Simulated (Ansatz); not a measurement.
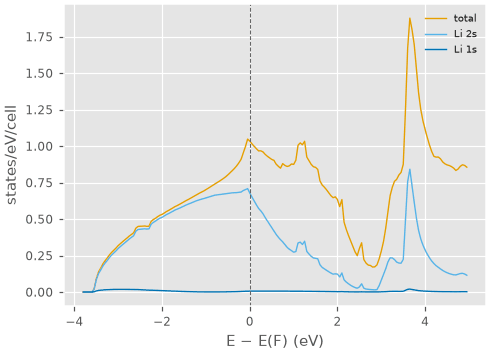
Total and projected density of states of Li (hcp (Mg type), P6_3/mmc), PBEsol in the plane-wave PAW code Ansatz

Question: Which orbitals carry the states next to the Fermi level?

Answer: Within 0.5 eV of the Fermi level: Li 2s 66 %, outside the projected shells 33 %. Projections are on Löwdin-orthogonalised atomic valence shells; empty p or d shells of many metals are not among them.

The workflow started from a Materials Project entry (that database holds measured and hypothetical structures alike); the Crystallography Open Database files this formula in space group No. 194, but the cells were not matched. It is not the phase usual at ambient conditions (space group No. 229). The PBEsol relaxation kept the symmetry of its start; its stability against distortions is not shown here.

Potentials: the later of the program's two PAW sets.
